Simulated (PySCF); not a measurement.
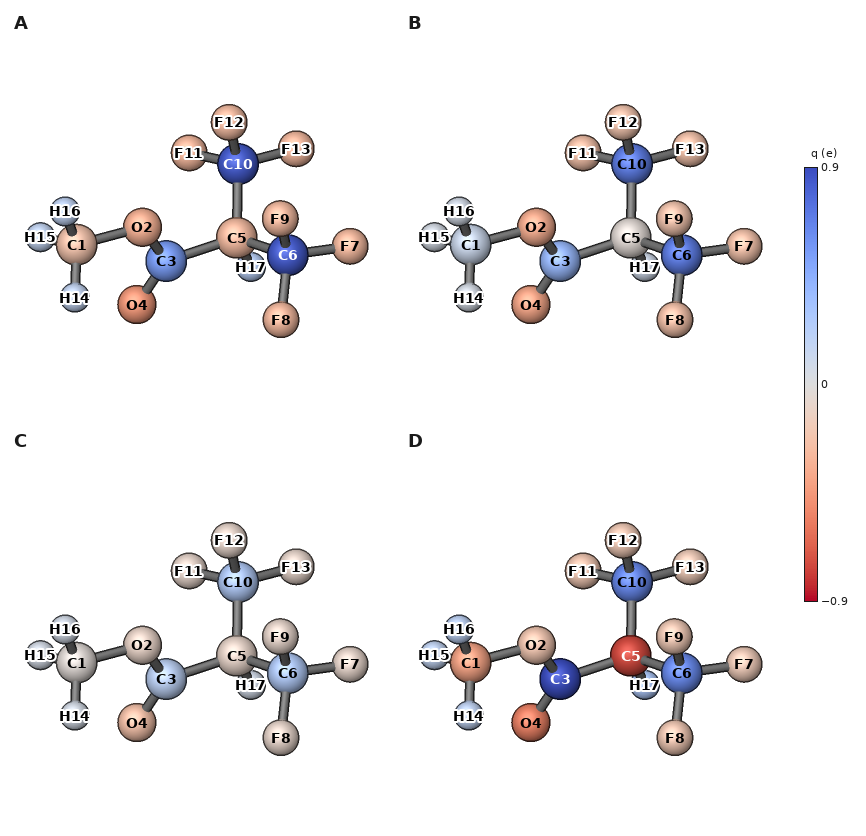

Atomic charges of one calculation by 4 schemes, on one colour scale. The computed structure is the end point of a PBE0-D3(BJ)/def2-SVP optimisation. No frequency run is at hand to confirm it as a minimum. Level of theory: PBE0/pcSseg-2 (PySCF 2.14.0).

The schemes are ESP-fitted, Hirshfeld, IAO, Mulliken. Which panel shows which?

A IAO, B Mulliken, C Hirshfeld, D ESP-fitted.

List the charges (e), one line for each set of equivalent atoms. Atoms whose distances differ by more than 0.02 Å in this geometry are listed apart.

```json
{"atom": "C1", "IAO": "−0.22", "Mulliken": "0.11", "Hirshfeld": "−0.03", "ESP-fitted": "−0.40"}
{"atom": "O2", "IAO": "−0.33", "Mulliken": "−0.35", "Hirshfeld": "−0.10", "ESP-fitted": "−0.20"}
{"atom": "C3", "IAO": "0.53", "Mulliken": "0.38", "Hirshfeld": "0.20", "ESP-fitted": "0.89"}
{"atom": "O4", "IAO": "−0.44", "Mulliken": "−0.38", "Hirshfeld": "−0.24", "ESP-fitted": "−0.54"}
{"atom": "C5", "IAO": "−0.27", "Mulliken": "−0.04", "Hirshfeld": "−0.09", "ESP-fitted": "−0.75"}
{"atom": "C6", "IAO": "0.83", "Mulliken": "0.69", "Hirshfeld": "0.25", "ESP-fitted": "0.63"}
{"atom": "F7", "IAO": "−0.27", "Mulliken": "−0.23", "Hirshfeld": "−0.08", "ESP-fitted": "−0.16"}
{"atom": "F8", "IAO": "−0.28", "Mulliken": "−0.23", "Hirshfeld": "−0.08", "ESP-fitted": "−0.19"}
{"atom": "F9", "IAO": "−0.27", "Mulliken": "−0.22", "Hirshfeld": "−0.08", "ESP-fitted": "−0.18"}
{"atom": "C10", "IAO": "0.83", "Mulliken": "0.69", "Hirshfeld": "0.25", "ESP-fitted": "0.64"}
{"atom": "F11", "IAO": "−0.28", "Mulliken": "−0.24", "Hirshfeld": "−0.08", "ESP-fitted": "−0.19"}
{"atom": "F12", "IAO": "−0.27", "Mulliken": "−0.22", "Hirshfeld": "−0.08", "ESP-fitted": "−0.18"}
{"atom": "F13", "IAO": "−0.28", "Mulliken": "−0.23", "Hirshfeld": "−0.08", "ESP-fitted": "−0.17"}
{"atom": "H14", "IAO": "0.16", "Mulliken": "0.05", "Hirshfeld": "0.06", "ESP-fitted": "0.17"}
{"atom": "H15", "IAO": "0.16", "Mulliken": "0.05", "Hirshfeld": "0.06", "ESP-fitted": "0.17"}
{"atom": "H16", "IAO": "0.17", "Mulliken": "0.06", "Hirshfeld": "0.06", "ESP-fitted": "0.18"}
{"atom": "H17", "IAO": "0.21", "Mulliken": "0.09", "Hirshfeld": "0.07", "ESP-fitted": "0.27"}
```
